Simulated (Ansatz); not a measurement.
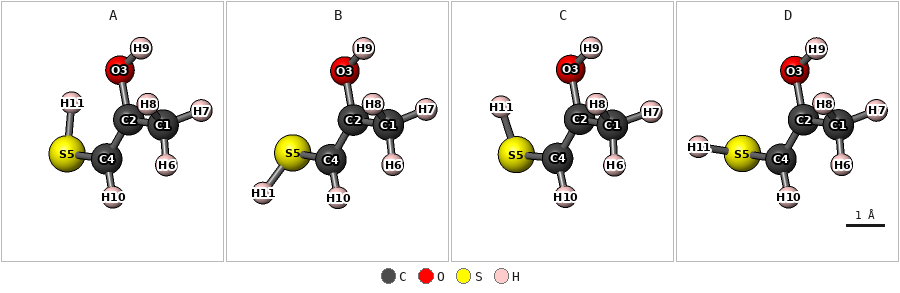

4 geometries from a converged minimum-energy path of C$_{3}$H$_{6}$OS, shuffled. Style: ball-and-stick. Shown from a free direction.

The calculation used RKS PBE0/STO-3G (Ansatz). Set-up: 5 movable images; climbing image; force threshold 0.05 eV/Å; iteration limit 60; starting path by image-dependent pair potential.

Q: One of them is the converged climbing image. Which?

A: D. In order along the path, whose images run from 0 to 6: A (image 0, 0.000 eV), C (image 1, +0.050 eV), D (image 3, +0.233 eV), B (image 5, +0.120 eV). The motion is a rotation about the C4–S5 bond by about 180°. No bond forms or breaks between the ends. Among the angles between lasting bonds that change up to the highest image: S5–C4–H10 115.7° → 118.8°.

Limits of the set-up: STO-3G is a minimal basis, so the numbers are rough.

The run took 71 s on 1 thread of Intel(R) Xeon(R) Platinum 8259CL CPU @ 2.50GHz (Skylake/Cascade Lake), with other jobs on the host, peak memory 0.12 GiB.
